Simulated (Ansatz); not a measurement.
## A computed series for SiC: response to strain

Start from SiC in the wurtzite structure (space group P6_3mc, No. 186).

```
CELL_PARAMETERS angstrom
      3.09195     0.00000     0.00000
     -1.54598     2.67771     0.00000
      0.00000     0.00000     5.07427
ATOMIC_POSITIONS crystal
  Si 0.33333 0.66667 0.99958
  Si 0.66667 0.33333 0.49958
  C  0.33333 0.66667 0.37542
  C  0.66667 0.33333 0.87542
```

Cartesian axes are those of the cell as printed.

Strains are applied to the cell and any free atomic positions relax; under biaxial strain the out-of-plane vector relaxes too.

Level of theory: PBE/PAW in Ansatz (an electronic-structure program), no spin-orbit coupling.

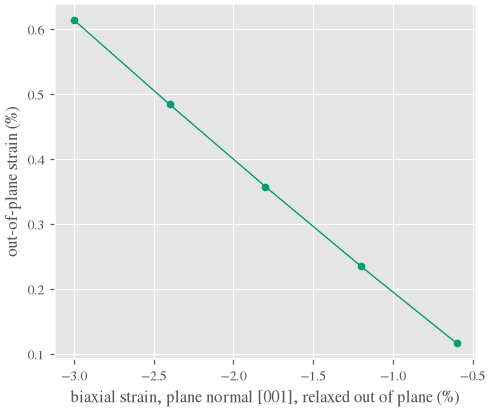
*Out-of-plane strain against biaxial strain, plane normal [001], relaxed out of plane*

Problem. From the plot, what is the out-of-plane strain for biaxial strain −0.60 %, plane normal [001], relaxed out of plane?

Solution. About 0.12 %.

Problem. Is the trend monotonic over the range shown?

Solution. Yes, it falls throughout, spanning +0.12 % to +0.61 %.

No phonon test of stability was made.
